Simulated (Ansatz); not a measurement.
## MgZn2C2: relaxing a made-up structure

Starting from a made-up structure for MgZn2C2, the aim is the relaxed cell, its shortest contacts and, where a second run follows, its electronic structure.

Main program and level: Ansatz 0.2.0; DFT, PBEsol, plane-wave PAW, files of the set soft_1, scalar-relativistic, no spin, cell and ions relaxed at zero pressure; PAW set soft_1.

### Step 1. The starting structure

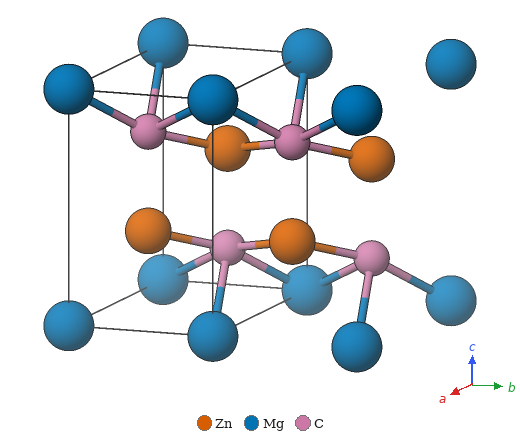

Start, viewed from a free direction; zinc orange, magnesium blue, carbon pink. 1×2×1 cells are drawn. Bonds to atoms that aren't drawn are left out. Some periodic images of atoms are drawn too.

As a file:

```cif
data_structure
_symmetry_space_group_name_H-M 'P-3m1'
_symmetry_Int_Tables_number 164
_cell_length_a 3.3690
_cell_length_b 3.3690
_cell_length_c 5.9800
_cell_angle_alpha 90.000
_cell_angle_beta 90.000
_cell_angle_gamma 120.000
_cell_volume 58.78
loop_
_atom_site_label
_atom_site_type_symbol
_atom_site_symmetry_multiplicity
_atom_site_Wyckoff_symbol
_atom_site_fract_x
_atom_site_fract_y
_atom_site_fract_z
_atom_site_occupancy
Zn1 Zn 2 d 0.33333 0.66667 0.64920 1
Mg1 Mg 1 a 0.00000 0.00000 0.00000 1
C1 C 2 d 0.33333 0.66667 0.22940 1
```

### Step 2. Relaxation of the guess

The guessed cell has no reason to be at equilibrium. It is relaxed with the atoms, within the space group of the guess.

File input.yaml:

```yaml
crystal:
  lattice:
    - [3.369, 0.0, 0.0]
    - [-1.6845, 2.917639585, 0.0]
    - [0.0, 0.0, 5.98]
  atoms:
    - { symbol: Zn, position: [0.333333333, 0.666666667, 0.6492] }
    - { symbol: Zn, position: [0.666666667, 0.333333333, 0.3508] }
    - { symbol: Mg, position: [0.0, 0.0, 0.0] }
    - { symbol: C, position: [0.333333333, 0.666666667, 0.2294] }
    - { symbol: C, position: [0.666666667, 0.333333333, 0.7706] }
kpoints:
  mp_grid: { grid: [9, 9, 5] }
scf:
  occupations: { method: fermi_dirac, width: 0.05 }
hamiltonian:
  xc: pbesol
  pseudopotentials: { kind: paw, azcp: { folder: soft_1 }, xc_functional: pbe }
relax:
  f_tol: 0.015
  max_steps: 70
  cell: {}
output:
  forces: true
  stress: true
```

Started as:

```sh
$ ansatz run input.yaml --threads 4 --pin off --max-ram 8192MiB --backend cpu --events-out ev --progress --plain --runs-dir out
```

Numbers of over 12 decimals in the logs are rounded to 6 here.

What it wrote:

```text
Engine: ansatz 0.2.0, aarch64-unknown-linux-gnu
Pseudopotentials: kind: paw
Pseudopotential: Zn, paw, valence charge 12, recommended cutoff 420 eV (normal), soft_1/Zn.paw.azcp
Pseudopotential: Mg, paw, valence charge 10, recommended cutoff 420 eV (normal), soft_1/Mg.paw.azcp
Pseudopotential: C, paw, valence charge 4, recommended cutoff 420 eV (normal), soft_1/C.paw.azcp
Functional definition: PBEsol
  exchange = pbesol_x
  correlation = pbesol_c
Crystal: 5 atoms, lattice volume = 58.781 Å³
Basis set: ecut = 420 eV, 1159 PW (Γ), exchange–correlation on 48×48×80 points (8 copies of the dense FFT grid, shifted against one another)
Bands: 26, of which v1, the nominal top of the filled ones, is band 21 counted from 1 (20 counted from 0)
Symmetry: 12 space group operations
Space group: P-3m1 (ITA 164), of the structure as read, at distance tolerance 3.9e-5 Å
k-points: 50 of 405
Non-local potential: Zn, projectors of the file, l = 0: 2, l = 1: 2, l = 2: 3, l = 3: 1
Non-local potential: Mg, projectors of the file, l = 0: 3, l = 1: 2, l = 2: 1
Non-local potential: C, projectors of the file, l = 0: 2, l = 1: 2, l = 2: 1
PAW form: soft (Blöchl's): semilocal exchange-correlation on the pseudo side does not see the compensation charge
PAW frozen core: Zn, regenerated for the run's functional, and the local potential with it (the file was generated under x = pbe(κ = 0.804, μ = 0.219515), c = pbe(β = 0.066725))
PAW frozen core: Mg, regenerated for the run's functional, and the local potential with it (the file was generated under x = pbe(κ = 0.804, μ = 0.219515), c = pbe(β = 0.066725))
PAW frozen core: C, regenerated for the run's functional, and the local potential with it (the file was generated under x = pbe(κ = 0.804, μ = 0.219515), c = pbe(β = 0.066725))
PAW one-centre angular grid: Zn, 590 points (default); XC on 64 Gauss nodes
PAW one-centre angular grid: Mg, 110 points (default); XC on 64 Gauss nodes
PAW one-centre angular grid: C, 110 points (default); XC on 64 Gauss nodes
Initial density: superposition of atomic densities (chi_scale 0.1, normalization cell, long waves kept (reshape's long-wave potential 0.01 eV rms))
Initial wavefunctions: pseudopotential atomic-orbital guess
Functional: x = pbesol(κ = 0.804, μ = 0.123457), c = pbesol(β = 0.046)
SCF iter   1: F=—  HF=-8964.474433 eV  |F-HF|=—  |Δ(HF+E_count)|=         —  Δρ=8.10e-2  dr2=5.81e0  ethr=3.10e-3  ⟨swp⟩=6.0  Hψ=6397  notcnv=0
preconditioner: auto → Kerker (q_TF=auto, 2.580 Å⁻¹)  [metal: Δε(μ)=0.023 eV  Ē_g=9.822 eV  σ=0.050 eV  W_gap=0.11  n_scr=22 (ndim 8)  ℏωp=28.2 eV  f_vac=0.000  D(μ)=3.09/eV (n_scr^D=34)]
SCF iter   2: F=—  HF=-8963.655522 eV  |F-HF|=—  |Δ(HF+E_count)|=   8.19e-1  Δρ=3.55e-2  dr2=1.63e0  ethr=3.10e-3  ⟨swp⟩=2.1  Hψ=2545  notcnv=0
SCF iter   3: F=—  HF=-8963.354358 eV  |F-HF|=—  |Δ(HF+E_count)|=   3.01e-1  Δρ=1.88e-2  dr2=2.83e-1  ethr=3.10e-3  ⟨swp⟩=3.1  Hψ=2736  notcnv=0
SCF iter   4: F=—  HF=-8963.287463 eV  |F-HF|=—  |Δ(HF+E_count)|=   6.69e-2  Δρ=4.74e-3  dr2=2.41e-2  ethr=6.74e-4  ⟨swp⟩=2.3  Hψ=2298  notcnv=0
SCF iter   5: F=—  HF=-8963.285427 eV  |F-HF|=—  |Δ(HF+E_count)|=   2.04e-3  Δρ=2.28e-3  dr2=3.24e-3  ethr=5.74e-5  ⟨swp⟩=3.0  Hψ=2758  notcnv=0  defer=3
SCF iter   6: F=—  HF=-8963.284599 eV  |F-HF|=—  |Δ(HF+E_count)|=   8.28e-4  Δρ=1.07e-3  dr2=5.71e-4  ethr=7.72e-6  ⟨swp⟩=2.0  Hψ=2028  notcnv=0  defer=3
SCF iter   7: F=—  HF=-8963.284571 eV  |F-HF|=—  |Δ(HF+E_count)|=   2.78e-5  Δρ=4.07e-4  dr2=1.23e-4  ethr=1.36e-6  ⟨swp⟩=1.8  Hψ=2160  notcnv=0  defer=3
SCF iter   8: F=—  HF=-8963.284546 eV  |F-HF|=—  |Δ(HF+E_count)|=   2.49e-5  Δρ=7.56e-5  dr2=3.64e-6  ethr=2.92e-7  ⟨swp⟩=3.0  Hψ=2341  notcnv=0  defer=3
SCF iter   9: F=—  HF=-8963.284578 eV  |F-HF|=—  |Δ(HF+E_count)|=   3.17e-5  Δρ=2.18e-5  dr2=2.88e-7  ethr=8.66e-9  ⟨swp⟩=2.0  Hψ=2334  notcnv=0  defer=3
SCF iter  10: F=-8963.284578 eV  HF=-8963.284578 eV  |F-HF|=9.85e-9  |Δ(HF+E_count)|=   7.83e-8  Δρ=5.98e-6  dr2=2.28e-8  ethr=2.38e-10  ⟨swp⟩=4.9  Hψ=4593  notcnv=0
SCF 1 converged in 10 iterations: F = -8963.284578 eV  dr2 = 2.28e-8
  greatest PAW one-centre occupation: 1.000 electrons in one spin orbital (limit 2), on the Mg atom at site 2 (counted from 0), in its partial waves of l = 0
relax step   1: F+E_penalty+E_count = -8963.28457787 eV  Δ(F+E_penalty+E_count) = +0.000e0 eV  max|allowed force component| = 8.851e-1 eV/Å  Δτ_max = 0.0000 Å  P = -3.346 GPa  Ω = 58.781 Å³  (10 SCF iters, dr2 threshold 1.00e-7 eV, accepted)
Crystal: 5 atoms, lattice volume = 58.311 Å³
Basis set: ecut = 420 eV, 1147 PW (Γ), exchange–correlation on 48×48×80 points (8 copies of the dense FFT grid, shifted against one another)
Initial density: handed on by an earlier stage of this run
Initial wavefunctions: those handed on with the density
iter 1 solved again at ethr=4.24e-5 eV; its pass at ethr=3.10e-3 eV (dr2=1.78e-2 eV) is discarded
SCF iter   1: F=—  HF=-8963.383482 eV  |F-HF|=—  |Δ(HF+E_count)|=         —  Δρ=4.95e-3  dr2=1.68e-2  ethr=4.24e-5  ⟨swp⟩=1.0  Hψ=6582  notcnv=0
preconditioner: auto → Kerker (q_TF=auto, 2.583 Å⁻¹)  [metal: Δε(μ)=0.055 eV  Ē_g=10.781 eV  σ=0.050 eV  W_gap=0.27  n_scr=22 (ndim 8)  ℏωp=28.4 eV  f_vac=0.000  D(μ)=3.45/eV (n_scr^D=36)]
SCF iter   2: F=—  HF=-8963.380236 eV  |F-HF|=—  |Δ(HF+E_count)|=   3.25e-3  Δρ=2.34e-3  dr2=5.82e-3  ethr=4.01e-5  ⟨swp⟩=2.2  Hψ=1921  notcnv=0
SCF iter   3: F=—  HF=-8963.378991 eV  |F-HF|=—  |Δ(HF+E_count)|=   1.24e-3  Δρ=1.03e-3  dr2=9.58e-4  ethr=1.39e-5  ⟨swp⟩=3.0  Hψ=2165  notcnv=0
SCF iter   4: F=—  HF=-8963.378726 eV  |F-HF|=—  |Δ(HF+E_count)|=   2.65e-4  Δρ=5.02e-4  dr2=3.76e-4  ethr=2.28e-6  ⟨swp⟩=2.0  Hψ=1977  notcnv=0
SCF iter   5: F=—  HF=-8963.378646 eV  |F-HF|=—  |Δ(HF+E_count)|=   8.01e-5  Δρ=1.05e-4  dr2=1.96e-5  ethr=8.95e-7  ⟨swp⟩=2.0  Hψ=1455  notcnv=0
SCF iter   6: F=—  HF=-8963.378643 eV  |F-HF|=—  |Δ(HF+E_count)|=   2.73e-6  Δρ=5.11e-5  dr2=1.75e-6  ethr=4.67e-8  ⟨swp⟩=2.9  Hψ=2341  notcnv=0
SCF iter   7: F=-8963.378643 eV  HF=-8963.378643 eV  |F-HF|=4.61e-8  |Δ(HF+E_count)|=   5.64e-7  Δρ=1.47e-5  dr2=1.38e-7  ethr=1.19e-9  ⟨swp⟩=5.0  Hψ=4825  notcnv=0
SCF 2 converged in 7 iterations: F = -8963.378643 eV  dr2 = 1.38e-7
relax step   2: F+E_penalty+E_count = -8963.37864251 eV  Δ(F+E_penalty+E_count) = -9.406e-2 eV  max|allowed force component| = 5.042e-1 eV/Å  Δτ_max = 0.0610 Å  P = -2.092 GPa  Ω = 58.311 Å³  energy of the carried Pulay correction = +5.102e-4 eV  (7 SCF iters, dr2 threshold 5.00e-7 eV, accepted)
Crystal: 5 atoms, lattice volume = 57.282 Å³
Basis set: ecut = 420 eV, 1123 PW (Γ), exchange–correlation on 48×48×80 points (8 copies of the dense FFT grid, shifted against one another)
iter 1 solved again at ethr=1.24e-4 eV; its pass at ethr=3.10e-3 eV (dr2=5.22e-2 eV) is discarded
SCF iter   1: F=—  HF=-8963.462897 eV  |F-HF|=—  |Δ(HF+E_count)|=         —  Δρ=9.20e-3  dr2=5.26e-2  ethr=1.24e-4  ⟨swp⟩=1.2  Hψ=7479  notcnv=0
preconditioner: auto → Kerker (q_TF=auto, 2.591 Å⁻¹)  [metal: Δε(μ)=0.010 eV  Ē_g=11.030 eV  σ=0.050 eV  W_gap=0.05  n_scr=22 (ndim 8)  ℏωp=28.6 eV  f_vac=0.000  D(μ)=4.73/eV (n_scr^D=54)]
SCF iter   2: F=—  HF=-8963.453193 eV  |F-HF|=—  |Δ(HF+E_count)|=   9.70e-3  Δρ=4.33e-3  dr2=1.77e-2  ethr=1.24e-4  ⟨swp⟩=2.9  Hψ=2179  notcnv=0
SCF iter   3: F=—  HF=-8963.449717 eV  |F-HF|=—  |Δ(HF+E_count)|=   3.48e-3  Δρ=1.94e-3  dr2=2.86e-3  ethr=4.22e-5  ⟨swp⟩=3.0  Hψ=2380  notcnv=0
SCF iter   4: F=—  HF=-8963.448858 eV  |F-HF|=—  |Δ(HF+E_count)|=   8.59e-4  Δρ=8.50e-4  dr2=1.01e-3  ethr=6.82e-6  ⟨swp⟩=2.0  Hψ=2017  notcnv=0
SCF iter   5: F=—  HF=-8963.448619 eV  |F-HF|=—  |Δ(HF+E_count)|=   2.40e-4  Δρ=1.78e-4  dr2=5.25e-5  ethr=2.39e-6  ⟨swp⟩=1.9  Hψ=1474  notcnv=0
SCF iter   6: F=—  HF=-8963.448612 eV  |F-HF|=—  |Δ(HF+E_count)|=   6.73e-6  Δρ=1.12e-4  dr2=6.18e-6  ethr=1.25e-7  ⟨swp⟩=2.0  Hψ=1992  notcnv=0
SCF iter   7: F=—  HF=-8963.448610 eV  |F-HF|=—  |Δ(HF+E_count)|=   1.83e-6  Δρ=2.93e-5  dr2=5.83e-7  ethr=1.47e-8  ⟨swp⟩=2.8  Hψ=2426  notcnv=0
SCF iter   8: F=-8963.448610 eV  HF=-8963.448610 eV  |F-HF|=6.68e-8  |Δ(HF+E_count)|=   2.83e-8  Δρ=1.38e-5  dr2=1.49e-7  ethr=1.19e-9  ⟨swp⟩=4.3  Hψ=4667  notcnv=0
SCF 3 converged in 8 iterations: F = -8963.448610 eV  dr2 = 1.49e-7
relax step   3: F+E_penalty+E_count = -8963.44861004 eV  Δ(F+E_penalty+E_count) = -6.997e-2 eV  max|allowed force component| = 3.144e-1 eV/Å  Δτ_max = 0.1040 Å  P = +1.220 GPa  Ω = 57.282 Å³  energy of the carried Pulay correction = +1.643e-3 eV  (8 SCF iters, dr2 threshold 5.00e-7 eV, accepted)
[...]
relax step   4: F+E_penalty+E_count = -8963.46160827 eV  Δ(F+E_penalty+E_count) = -1.300e-2 eV  max|allowed force component| = 1.936e-1 eV/Å  Δτ_max = 0.0203 Å  P = +0.266 GPa  Ω = 57.454 Å³  energy of the carried Pulay correction = +1.452e-3 eV  (7 SCF iters, dr2 threshold 5.00e-7 eV, accepted)
[...]
relax step   5: F+E_penalty+E_count = -8963.48097311 eV  Δ(F+E_penalty+E_count) = -1.936e-2 eV  max|allowed force component| = 1.299e-1 eV/Å  Δτ_max = 0.0342 Å  P = -0.270 GPa  Ω = 57.440 Å³  energy of the carried Pulay correction = +1.468e-3 eV  (7 SCF iters, dr2 threshold 5.00e-7 eV, accepted)
[...]
relax step   6: F+E_penalty+E_count = -8963.48031626 eV  Δ(F+E_penalty+E_count) = +6.568e-4 eV  max|allowed force component| = 1.729e-1 eV/Å  Δτ_max = 0.0598 Å  P = +0.874 GPa  Ω = 56.825 Å³  energy of the carried Pulay correction = +2.153e-3 eV  (7 SCF iters, dr2 threshold 5.00e-7 eV, rejected (line search))
[...]
relax step   7: F+E_penalty+E_count = -8963.48748642 eV  Δ(F+E_penalty+E_count) = -6.513e-3 eV  max|allowed force component| = 1.268e-2 eV/Å  Δτ_max = 0.0255 Å  P = -0.093 GPa  Ω = 57.346 Å³  energy of the carried Pulay correction = +1.572e-3 eV  (10 SCF iters, accepted)
[...]
relax step   8: F+E_penalty+E_count = -8963.48770359 eV  Δ(F+E_penalty+E_count) = -2.172e-4 eV  max|allowed force component| = 2.332e-3 eV/Å  Δτ_max = 0.0033 Å  P = +0.012 GPa  Ω = 57.286 Å³  energy of the carried Pulay correction = +1.639e-3 eV  (6 SCF iters, dr2 threshold 1.77e-7 eV, accepted)
Initial wavefunctions: pseudopotential atomic-orbital guess (no wavefunctions were taken with the density)
iter 1 solved again at ethr=1.17e-7 eV; its pass at ethr=3.10e-3 eV (dr2=4.91e-5 eV) is discarded
SCF iter   1: F=—  HF=-8963.487442 eV  |F-HF|=—  |Δ(HF+E_count)|=         —  Δρ=5.88e-4  dr2=8.88e-6  ethr=1.17e-7  ⟨swp⟩=3.4  Hψ=10145  notcnv=0
preconditioner: auto → Kerker (q_TF=auto, 2.591 Å⁻¹)  [metal: Δε(μ)=0.068 eV  Ē_g=10.997 eV  σ=0.050 eV  W_gap=0.33  n_scr=22 (ndim 8)  ℏωp=28.6 eV  f_vac=0.000  D(μ)=3.41/eV (n_scr^D=34)]
SCF iter   2: F=—  HF=-8963.487627 eV  |F-HF|=—  |Δ(HF+E_count)|=   1.86e-4  Δρ=3.18e-4  dr2=5.31e-6  ethr=2.11e-8  ⟨swp⟩=2.0  Hψ=1814  notcnv=0
SCF iter   3: F=—  HF=-8963.487690 eV  |F-HF|=—  |Δ(HF+E_count)|=   6.30e-5  Δρ=5.76e-5  dr2=6.03e-7  ethr=1.26e-8  ⟨swp⟩=2.0  Hψ=1942  notcnv=0
SCF iter   4: F=—  HF=-8963.487690 eV  |F-HF|=—  |Δ(HF+E_count)|=   6.79e-8  Δρ=9.53e-6  dr2=1.12e-8  ethr=1.44e-9  ⟨swp⟩=2.0  Hψ=2099  notcnv=0
SCF iter   5: F=—  HF=-8963.487690 eV  |F-HF|=—  |Δ(HF+E_count)|=   8.28e-8  Δρ=4.47e-6  dr2=2.09e-9  ethr=2.66e-11  ⟨swp⟩=2.0  Hψ=2155  notcnv=0
SCF iter   6: F=—  HF=-8963.487690 eV  |F-HF|=—  |Δ(HF+E_count)|=   9.62e-9  Δρ=5.80e-7  dr2=1.21e-10  ethr=4.97e-12  ⟨swp⟩=2.0  Hψ=2123  notcnv=0
SCF iter   7: F=-8963.487690 eV  HF=-8963.487690 eV  |F-HF|=3.64e-12  |Δ(HF+E_count)|=    0.00e0  Δρ=1.09e-7  dr2=1.07e-11  ethr=1.00e-12  ⟨swp⟩=4.6  Hψ=4503  notcnv=0
SCF 9 converged in 7 iterations: F = -8963.487690 eV  dr2 = 1.07e-11
relax step   9: F+E_penalty+E_count = -8963.48769037 eV  Δ(F+E_penalty+E_count) = +1.322e-5 eV  max|allowed force component| = 2.532e-3 eV/Å  Δτ_max = 0.0000 Å  P = +0.021 GPa  Ω = 57.286 Å³  stress off target by 4.40e-2 GPa  SCF on the basis re-selected at this cell (its energy is not comparable with the rows above)  (7 SCF iters)
basis re-selected at this cell: Δ(F+E_penalty+E_count) = +1.322e-5 eV, ΔP = +0.009 GPa vs the last step (what re-selecting the basis moved, of the pressure what is left beyond the Pulay correction that the steps carried, after the strain that the cell walked since its last selection, with what the two solves' SCF thresholds leave and, on support functions, any second-order correction that the steps lacked; it is no m [...]
SCF converged after 7 iterations
Free energy (F): -8963.487690 eV
Harris-Foulkes:  -8963.487690 eV  (|F-HF|=3.64e-12)
Internal energy: -8963.459869 eV  (E = F + TS)
E sigma→0 (E₀):  -8963.473780 eV
Entropy (-TS):   -0.027822 eV (-5.564 meV/atom)
Fermi energy:    9.840203 eV
--- Per-component energies (eV) ---
  E_band       = -192.084096
  E_kinetic    = 534.861258
  E_local      = -5300.054943  (includes V_loc(G=0)·N_el)
  E_nonlocal   = 1876.511702
  E_hartree    = 1918.667415
  E_xc         = -276.821391
  E_vxc        = -254.546032  (∫ρ·V_xc dr)
  E_paw        = -4194.803024  (= ΣΔE_a)
  E_vpaw       = -886.190216  (= ΣTr[D̂ρ^β])
  E_aug_tail   = -0.000635  (compensation charges beyond the density's cutoff)
  E_ewald      = -3523.516025
  E_core_change = 1.695775  (= ΣΔE_core)
  E_smearing   = -0.027822  (= −TS)
  E_closure    = -0.000000  (closes the sum)
  Σ components = -8963.487690   (vs F -8963.487690, Δ=0.00e0)
--- Forces (eV/Å), atoms counted from 1 ---
  atom   1  Zn     0.00000000     0.00000000    -0.00014939
  atom   2  Zn     0.00000000    -0.00000000     0.00014939
  atom   3  Mg    -0.00000000    -0.00000000     0.00000000
  atom   4  C      0.00000000     0.00000000    -0.00253214
  atom   5  C      0.00000000    -0.00000000     0.00253214
  max |Σ_I F_I| component: 3.70e-17 eV/Å
--- Stress (GPa, compression-positive) ---
        0.043966      -0.000000      -0.000000
       -0.000000       0.043966      -0.000000
       -0.000000      -0.000000      -0.025212
  P = ⅓ Tr σ = 0.0209 GPa (0.209 kbar)
--- Relaxed structure (8 steps of the walk, 7 accepted, 1 SCFs on fresh bases) ---
  F+E_penalty+E_count = -8963.48769037 eV   max|allowed force component| = 2.532e-3 eV/Å   (the final SCF, on the basis selected at the relaxed cell)
  cell:  # Å, volume = 57.2857 Å³
    - [3.458148, 0, -2.0976871259316155e-17]
    - [-1.729074, 2.994844, 1.0488435629658077e-17]
    - [-3.7234102148480176e-17, 0, 5.531318]
  atoms:
    - { symbol: Zn, position: [0.333333, 0.666667, 0.655053] }
    - { symbol: Zn, position: [0.666667, 0.333333, 0.344947] }
    - { symbol: Mg, position: [0, 0, 0] }
    - { symbol: C, position: [0.333333, 0.666667, 0.256195] }
    - { symbol: C, position: [0.666667, 0.333333, 0.743805] }
```

Elapsed: 11 s, on 4 threads of Arm Neoverse V2, shared host; peak memory 0.47 GiB.

Relaxation path:

| step | energy less that of the first step (eV) | largest force component (eV/Å) | pressure (GPa) | volume (Å³) |
| --- | --- | --- | --- | --- |
| 1 | 0.0000 | 0.8851 | -3.35 | 58.78 |
| 2 | -0.0941 | 0.5042 | -2.09 | 58.31 |
| 3 | -0.1640 | 0.3144 | 1.22 | 57.28 |
| 4 | -0.1770 | 0.1936 | 0.27 | 57.45 |
| 5 | -0.1964 | 0.1299 | -0.27 | 57.44 |
| 6 | -0.1957 | 0.1729 | 0.87 | 56.82 |
| 7 | -0.2029 | 0.0127 | -0.09 | 57.35 |
| 8 | -0.2031 | 0.0023 | 0.01 | 57.29 |
| 9* | -0.2031 | 0.0025 | 0.02 | 57.29 |

Relaxation steps marked * repeat the geometry before them on a plane-wave basis chosen anew for their cell, so energy and pressure can jump there. Relaxation step 6 was tried and not accepted.

The run keeps the 12 symmetry operations that it works with, so distortions that break them were not tested.

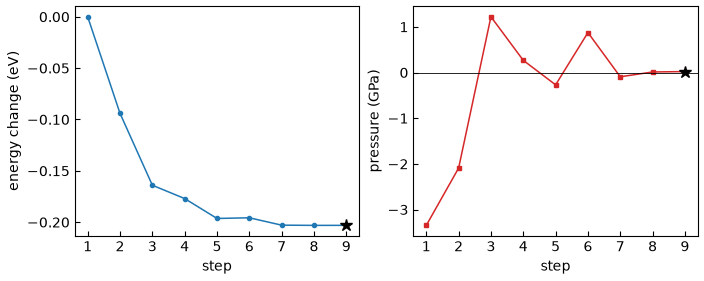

Energy and pressure along the relaxation. Stars mark steps on a basis chosen anew.

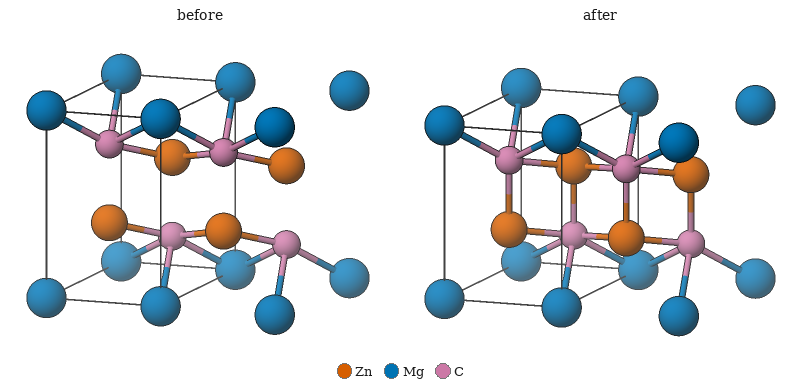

The structure before and after the relaxation, drawn at the same scale. Bonds to atoms that aren't drawn are left out.

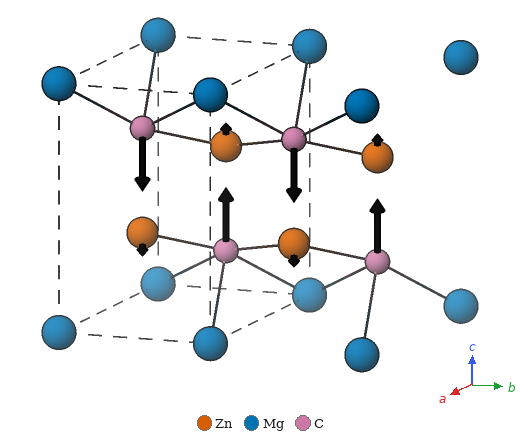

Displacements in the relaxation, exaggerated, measured against the changing cell; the longest in the cell stands for 0.15 Å. Bonds to atoms that aren't drawn are left out. 1×2×1 cells are drawn. Some periodic images of atoms are drawn too.

| conventional cell, symmetrised | before | after | change |
| --- | --- | --- | --- |
| a (Å) | 3.369 | 3.458 | +2.6 % |
| b (Å) | 3.369 | 3.458 | +2.6 % |
| c (Å) | 5.980 | 5.531 | -7.5 % |
| volume (Å³/atom) | 11.76 | 11.46 | -2.5 % |

The atoms that moved most (Å, as changes of fractional coordinates times the final cell):

| atom | dx | dy | dz | length |
| --- | --- | --- | --- | --- |
| C4 | 0.000 | 0.000 | 0.148 | 0.148 |
| C5 | 0.000 | 0.000 | -0.148 | 0.148 |
| Zn1 | 0.000 | 0.000 | 0.032 | 0.032 |
| Zn2 | 0.000 | 0.000 | -0.032 | 0.032 |

Final coordinates:

```
Zn Mg C
1.0
     3.45815    0.00000    0.00000
    -1.72907    2.99484    0.00000
     0.00000    0.00000    5.53132
Zn Mg C
2 1 2
Direct
  0.33333 0.66667 0.65505
  0.66667 0.33333 0.34495
  0.00000 0.00000 0.00000
  0.33333 0.66667 0.25620
  0.66667 0.33333 0.74380
```

Numbers from this step:

```yaml
free_energy: -8963.4877 eV
energy_at_zero_smearing: -8963.4738 eV
smearing_term_ts: 0.02782 eV
fermi_energy: 9.840 eV
electrons: 42
symmetry_operations: 12
pressure: 0.02091 GPa
```

The shortest distance of each pair, which need not be the same contact before and after:

| pair | guess (Å) | relaxed (Å) |
| --- | --- | --- |
| C–Zn | 2.076 | 2.056 |
| C–Mg | 2.380 | 2.448 |
| Zn–Zn | 2.640 | 2.632 |
| Mg–Zn | 2.861 | 2.762 |
| C–C | 3.363 | 3.356 |

The relaxation ends with a largest force component of 0.0025 eV/Å and a pressure of 0.02 GPa.

### Step 3. Results

| Quantity | Value |
| --- | --- |
| space group, relaxed | P-3m1 |
| conventional cell | a = 3.458, b = 3.458, c = 5.531 Å; α = 90.0°, β = 90.0°, γ = 120.0° |
| volume per atom | 11.46 Å³ (guess 11.76) |

**Reading.** MgZn2C2 relaxes to P-3m1 with a = 3.458, b = 3.458 and c = 5.531 Å. The guessed volume was 3 % too large. The space group P-3m1 was held in the relaxation, so the end point is a stationary structure within it and may be a saddle against distortions or other arrangements. Mesh and cutoff weren't tested. No dispersion term is used, so weakly bound directions may come out too long. Nothing here tests whether the compound is stable against decomposition.

[Logs are printed without paths, hosts, clocks, repeated set-up lines and the standing remarks that a program may print on its own settings, such as how far it seeks lower states.]

[Hosts, paths, dates, database ids (printed as entryN), source tags and the programs' standing remarks are cut or masked in the printed files.]
